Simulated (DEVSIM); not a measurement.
Structure: Schottky contact on n-type Si, at 300 K.

```csv
layer (left to right),material,thickness (μm),Nd (cm⁻³),τn (s),τp (s)
1,Si,1.50,3.9e15,1.9e-5,1.9e-5
2,Si,3.20,6.6e17,1.9e-5,1.9e-5
```

Left contact: Schottky, work function 4.84 eV, emission velocity 3.4e6 cm/s. Right contact: ohmic. Voltage is applied to the left contact. Recombination: SRH at mid-gap, radiative, Auger. Mobility is μmin + (μ − μmin)/(1 + (N/Nref)^α).

Constants are typed, rounded textbook-type inputs, not results; the design itself was drawn at random and stands for no fabricated device. Values at 300 K.

| parameter | Si |
|---|---|
| gap (eV) | 1.124 |
| affinity (eV) | 4.05 |
| permittivity | 11.7 |
| Nc (cm⁻³) | 2.86e19 |
| Nv (cm⁻³) | 3.1e19 |
| μn (cm²/Vs) | 1417 |
| μp (cm²/Vs) | 470 |
| μn,min | 52 |
| μp,min | 45 |
| Nref,n | 9.7e16 |
| Nref,p | 2.2e17 |
| αn | 0.68 |
| αp | 0.72 |
| B (cm³/s) | 4.7e-15 |
| Cn (cm⁶/s) | 2.8e-31 |
| Cp (cm⁶/s) | 9.9e-32 |

Model (solved in DEVSIM): 1D drift-diffusion, Boltzmann statistics, complete ionisation; no tunnelling, impact ionisation, image-force lowering or self-heating. Metal contacts follow the ideal Schottky-Mott rule: no Fermi-level pinning, no interface dipoles.

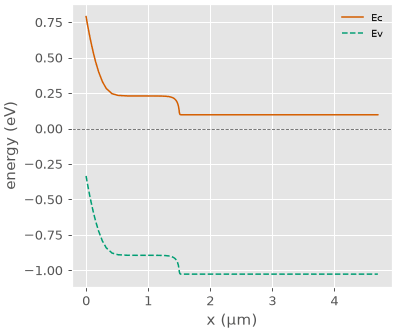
*Band edges at zero bias*

Energies count from the Fermi level of the right contact; mesh points crowd at the junctions.

| x (μm) | Ec (eV) | Ev (eV) | n (cm⁻³) | p (cm⁻³) | field (V/cm) |
|---|---|---|---|---|---|
| 0.000 | 0.790 | -0.334 | 1500000 | 7.6e13 | -25000 |
| 0.02375 | 0.731 | -0.393 | 1.5e7 | 7.9e12 | -24000 |
| 0.07024 | 0.627 | -0.497 | 8.5e8 | 1.4e11 | -21000 |
| 0.1540 | 0.471 | -0.653 | 3.6e11 | 3.3e8 | -16000 |
| 0.4186 | 0.246 | -0.878 | 2.1e15 | 55000 | -2200 |
| 0.8088 | 0.230 | -0.894 | 3.9e15 | 30000 | ≈ 0 |
| 1.144 | 0.230 | -0.894 | 3.9e15 | 30000 | -37 |
| 1.371 | 0.222 | -0.902 | 5.3e15 | 22000 | -1300 |
| 1.443 | 0.202 | -0.922 | 1.1e16 | 10000 | -5200 |
| 1.483 | 0.166 | -0.958 | 4.7e16 | 2500 | -16000 |
| 1.503 | 0.112 | -1.012 | 3.8e17 | 310 | -26000 |
| 1.542 | 0.097 | -1.027 | 6.6e17 | 180 | -14 |
| 1.607 | 0.097 | -1.027 | 6.6e17 | 180 | ≈ 0 |
| 1.737 | 0.097 | -1.027 | 6.6e17 | 180 | ≈ 0 |
| 2.108 | 0.097 | -1.027 | 6.6e17 | 180 | ≈ 0 |
| 2.728 | 0.097 | -1.027 | 6.6e17 | 180 | ≈ 0 |
| 3.638 | 0.097 | -1.027 | 6.6e17 | 180 | ≈ 0 |
| 4.176 | 0.097 | -1.027 | 6.6e17 | 180 | ≈ 0 |
| 4.498 | 0.097 | -1.027 | 6.6e17 | 180 | ≈ 0 |
| 4.610 | 0.097 | -1.027 | 6.6e17 | 180 | ≈ 0 |
| 4.667 | 0.097 | -1.027 | 6.6e17 | 180 | ≈ 0 |
| 4.700 | 0.097 | -1.027 | 6.6e17 | 180 | ≈ 0 |
